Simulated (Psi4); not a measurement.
# TiO2 (titanium dioxide): B3LYP/6-31G(d) (Cartesian functions)

What is the vertical ionisation energy of TiO2 (titanium dioxide) at B3LYP/6-31G* (Cartesian functions)? 

The calculation is run with Psi4 1.11.

5 further runs of the same task are left out: 3 that didn't finish, 2 set aside as unsound or not needed.

**1. Starting point**

The species is TiO2 (3 atoms), meant as a singlet with charge 0. As SMILES, `[O]=[Ti]=[O]`. The coordinates come from a PBE0-D4/def2-TZVP relaxation.

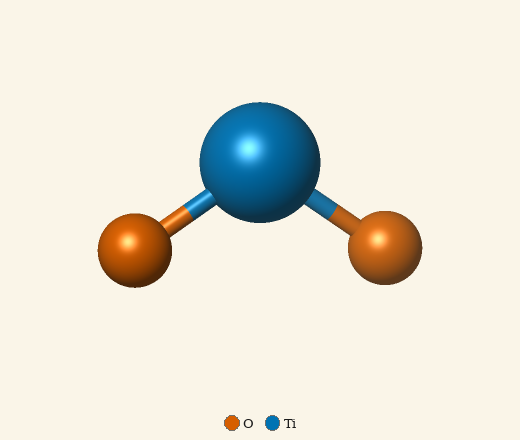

The structure, seen from a chosen angle (oxygen orange, titanium blue).

**2. A single-point energy at B3LYP/6-31G(d) (Cartesian functions)**

The input, o2ti.json:

```json
{
  "schema_name": "qcschema_input",
  "schema_version": 1,
  "molecule": {
    "schema_name": "qcschema_molecule",
    "schema_version": 2,
    "symbols": ["O", "Ti", "O"],
    "geometry": [1.74043776, 1.75517762, 0.84017224, 0.25511303, -0.92974525, 0.62663318, -1.99573976, -0.82543237, -1.46680542],
    "molecular_charge": 0,
    "molecular_multiplicity": 1,
    "fix_symmetry": "c1"
  },
  "driver": "energy",
  "model": {
    "method": "b3lyp",
    "basis": "6-31G*"
  },
  "keywords": {
    "puream": false,
    "e_convergence": 1e-09,
    "d_convergence": 1e-08,
    "scf_type": "pk",
    "dft_radial_points": 99,
    "dft_spherical_points": 590,
    "scf_properties": ["LOWDIN_CHARGES", "QUADRUPOLE", "WIBERG_LOWDIN_INDICES"]
  }
}
```

Run with:

```console
psi4 --qcschema o2ti.json -n 1 --memory 1600MB
```

stdout:

```text
[...]
  Running in c1 symmetry.
[...]
  Nuclear repulsion =  127.009919192192925
[...]
  Multiplicity = 1
[...]
  Nalpha       = 19
  Nbeta        = 19
[...]
    Number of basis functions: 69
[...]
   @RKS iter   1:  -999.02161906078493   -1.38417e-01   2.13422e-02 ADIIS/DIIS
[...]
   @RKS iter  14:  -999.90058193750656   -2.61480e-12   3.29467e-09 DIIS
[...]
    Orbital Energies [Eh]
    ---------------------
    Doubly Occupied:
       1A   -178.852444     2A    -19.881047     3A    -19.095409
       4A    -19.095393     5A    -16.597181     6A    -16.596702
       7A    -16.592591     8A     -2.363704     9A     -1.491637
      10A     -1.488297    11A     -1.479261    12A     -0.836049
      13A     -0.820550    14A     -0.324548    15A     -0.313978
      16A     -0.301526    17A     -0.286156    18A     -0.274436
      19A     -0.238729
[...]
  @RKS Final Energy:  -999.90058193750656
   => Energetics <=
    Nuclear Repulsion Energy =            127.0099191921929247
    One-Electron Energy =               -1625.9606306909608975
    Two-Electron Energy =                 546.8900808548872874
    DFT Exchange-Correlation Energy =     -47.8399512936258304
    Empirical Dispersion Energy =           0.0000000000000000
    VV10 Nonlocal Energy =                  0.0000000000000000
    Total Energy =                       -999.9005819375065585
[...]
 Multipole Moments:
 ------------------------------------------------------------------------------------
     Multipole            Electronic (a.u.)      Nuclear  (a.u.)        Total (a.u.)
 ------------------------------------------------------------------------------------
 L = 1.  Multiply by 2.5417464519 to convert [e a0] to [Debye]
 Dipole X            :          2.0998137           -0.7262448            1.3735689
 Dipole Y            :         -3.3513931            1.1590460           -2.1923471
 Dipole Z            :          0.0000000            0.0000000            0.0000000
 Magnitude           :                                                    2.5870983
 L = 2.  Multiply by 1.3450342976 to convert [e a0^2] to [Debye ang]
 Quadrupole XX       :       -105.6524490           82.2877984          -23.3646506
 Quadrupole XY       :        -38.4649031           34.2677177           -4.1971854
[...]
```

The result, in JSON:

```text
{
 "driver": "energy",
 "model": {
  "method": "b3lyp",
  "basis": "6-31G*"
 },
 "success": true,
 "return_result": -999.9005819375066,
 "properties": {
  "calcinfo_nbasis": 69,
  "calcinfo_nmo": 69,
  "calcinfo_nalpha": 19,
  "calcinfo_nbeta": 19,
  "calcinfo_natom": 3,
  "nuclear_repulsion_energy": 127.00991919219292,
  "return_energy": -999.9005819375066,
  "scf_one_electron_energy": -1625.960630690961,
  "scf_two_electron_energy": 546.8900808548873,
  "scf_xc_energy": -47.83995129362583,
  "scf_dipole_moment": [1.373568875222055, -2.192347149350916, 1.2988033887441627e-13],
  "scf_total_energy": -999.9005819375066,
  "scf_iterations": 14
 }
}
```

Run time: 8.7 s. Hardware: 1 thread of Intel Xeon Platinum 8259CL at 2.50GHz (Skylake/Cascade Lake), shared host; peak memory 0.56 GiB.

**3. The doublet cation, same level**

The input, calc.in:

```
memory 1600 MB

molecule {
  1 2
  O      1.74043776     1.75517762     0.84017224
  Ti     0.25511303    -0.92974525     0.62663318
  O     -1.99573976    -0.82543237    -1.46680542
  units au
  symmetry c1
  no_reorient
  no_com
}

set basis 6-31G*
set reference uks
set puream false
set e_convergence 1e-09
set d_convergence 1e-08
set scf_type pk
set dft_radial_points 99
set dft_spherical_points 590
set maxiter 100

E = energy('b3lyp')
```

Run with:

```console
psi4 -n 1 calc.in calc.out
```

calc.out:

```text
[...]
  Running in c1 symmetry.
[...]
  Nuclear repulsion =  127.009919192192925
[...]
  Multiplicity = 2
[...]
  Nalpha       = 19
  Nbeta        = 18
[...]
    Number of basis functions: 69
[...]
   @UKS iter   1:  -999.02449949648474   -1.41298e-01   1.59119e-02 DIIS/ADIIS
[...]
   @UKS iter  17:  -999.55459791786848   -5.68434e-13   2.93239e-09 DIIS
[...]
   @S^2 Observed:                8.020826617E-01
[...]
    Orbital Energies [Eh]
    ---------------------
    Alpha Occupied:
       1A   -179.177858     2A    -20.206453     3A    -19.461771
       4A    -19.461748     5A    -16.923005     6A    -16.922009
       7A    -16.918275     8A     -2.679518     9A     -1.811759
      10A     -1.800068    11A     -1.791332    12A     -1.193776
      13A     -1.177534    14A     -0.687250    15A     -0.643357
      16A     -0.631622    17A     -0.618612    18A     -0.615294
      19A     -0.608068
    Alpha Virtual:
      20A     -0.355355    21A     -0.344695    22A     -0.328247
      23A     -0.298816    24A     -0.246785    25A     -0.212833
[...]
  @UKS Final Energy:  -999.55459791786848
   => Energetics <=
    Nuclear Repulsion Energy =            127.0099191921929247
    One-Electron Energy =               -1613.5455531973930192
    Two-Electron Energy =                 534.5059771976789307
    DFT Exchange-Correlation Energy =     -47.5249411103472639
    Empirical Dispersion Energy =           0.0000000000000000
    VV10 Nonlocal Energy =                  0.0000000000000000
    Total Energy =                       -999.5545979178684775
[...]
 Multipole Moments:
 ------------------------------------------------------------------------------------
     Multipole            Electronic (a.u.)      Nuclear  (a.u.)        Total (a.u.)
 ------------------------------------------------------------------------------------
 L = 1.  Multiply by 2.5417464519 to convert [e a0] to [Debye]
 Dipole X            :         -3.0191192            3.5700707            0.5509515
 Dipole Y            :         11.0093100          -13.0164335           -2.0071235
 Dipole Z            :         -7.4199654            8.7728645            1.3528992
 Magnitude           :                                                    2.4824239
[...]
```

It took 15 s on 1 thread of Intel Xeon Platinum 8259CL at 2.50GHz (Skylake/Cascade Lake), shared host; peak memory 0.56 GiB.

**4. Outcome**

Level: B3LYP/6-31G* (Cartesian functions).

| quantity | value |
| --- | --- |
| singlet TiO2: total energy | -999.90058 Eh |
| singlet TiO2: dipole moment | 6.58 D |
| singlet TiO2: HOMO energy | -6.50 eV |
| singlet TiO2: LUMO energy | -3.01 eV |
| singlet TiO2: HOMO–LUMO gap | 3.49 eV |
| doublet cation: total energy | -999.55460 Eh |
| doublet cation: HOMO energy (highest over α and β) | -16.00 eV |
| doublet cation: LUMO energy (lowest over α and β) | -12.37 eV |
| doublet cation: ⟨S²⟩ | 0.802 |
| vertical ionisation energy (to the doublet cation) | 9.415 eV |

In words: Removing an electron at fixed nuclei costs 9.41 eV (217 kcal/mol). The negative HOMO energy of the first species, 6.50 eV, lies 2.92 eV below that difference.
